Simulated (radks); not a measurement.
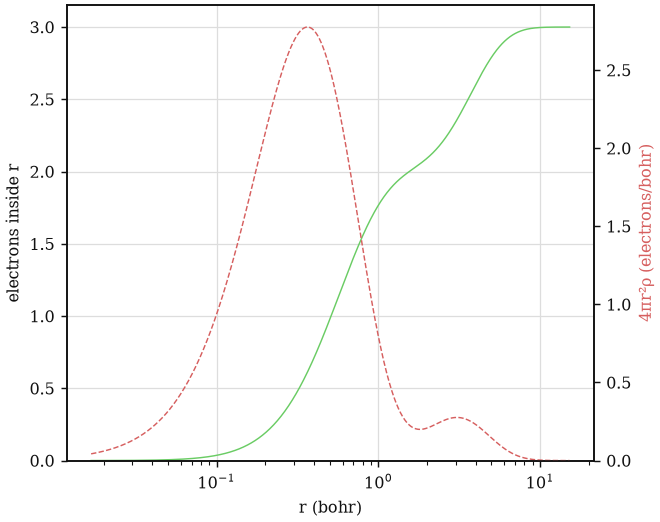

A free Li atom in the configuration [He] 2s1 (high spin). Level of theory: scalar-relativistic Kohn-Sham, LDA (Slater exchange, Perdew-Wang correlation), spin-polarised, spherical densities, finite nucleus. Computed with the in-house radial solver radks.

The plot shows the number of electrons inside radius r (solid) and the radial density 4πr²ρ (dashed).

Describe it and give its main numbers.

Answer. The count levels off at 3 electrons. Half of them lie within 0.760 bohr, 90 % within 4.46 bohr and 99 % within 7.48 bohr. The radial density has a minimum at 1.81 bohr, where the count stands at 2.1; this parts the shells that the density resolves.
